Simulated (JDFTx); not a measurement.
System: Al(111) (Fm-3m bulk; lattice of mp-134, not re-optimised at this level), 1x1 cell of 6 atoms in 6 planes, area 7.06 Å² a face, 11.7 Å between the outermost planes in a cell 27.7 Å high; k mesh 8×8×1, Fermi width 0.01 Ha, no spin polarisation.

Level of theory: PBE, GBRV ultrasoft potentials, plane waves to 20/100 Ha; code: JDFTx (a modified build). Liquid on both sides: CANDLE, water, 0.5 M KCl; nuclei fixed. Potentials are on the SHE scale by the convention U = −μ/e − 4.44 V; references calibrated for a solvation model differ from this value.

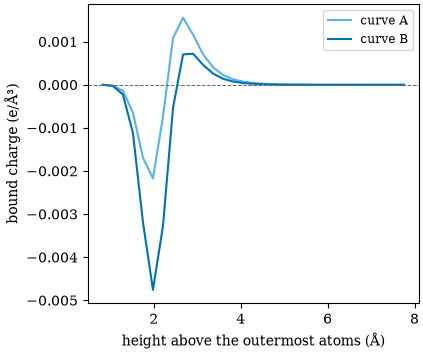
Plane-averaged bound charge of the liquid for two states of the electrode

Q: One curve is the neutral slab. Which, and what is the sign of the other's charge?

A: Curve A is neutral (potential of zero charge, -0.69 V). Curve B is positively charged, 4.0 μC/cm² at -0.40 V.
